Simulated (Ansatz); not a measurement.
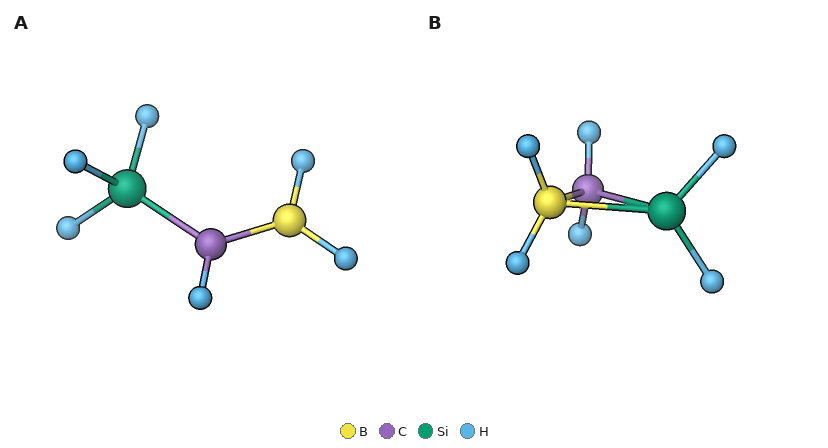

2 stationary structures of one formula. State: charge −1, singlet. Geometries: PBE0-D4/def2-TZVPD. Electronic energies: RHF-CCSD(T) (frozen core)/def2-TZVPPD (Ansatz 0.2.0), without zero-point energy. No frequency run is at hand to confirm each as a minimum. Each is one conformer, not always the lowest.

Question: Which structure is the most stable?

Answer: A is lowest; B lies 0.367 eV above it.
